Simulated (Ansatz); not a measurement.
The starting structures come from a database of crystals and need not be the phases stable at ambient conditions.

 Where the default PAW files enter, the runs use the earlier of Ansatz's two default sets.

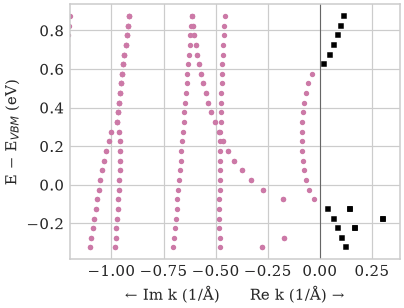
Figure. Complex bands at the centre of the two-dimensional zone; r2SCAN (Ansatz, a quantum-chemistry and plane-wave program)

The gap is the functional's own. No spin-orbit coupling. Mid-gap values are interpolated on the energy grid.

**Question.** This is K3P (P6_3/mmc, not sure to be the ambient phase, 8 atoms a cell, 34.9 Å³ an atom) along the normal of (001). Read off the slowest decay at the centre of the two-dimensional zone at 0.33 eV, the computed energy nearest the middle of the gap.

**Answer.** κ ≈ 0.08 1/Å, a decay length 1/(2κ) of the density of 5.9 Å.
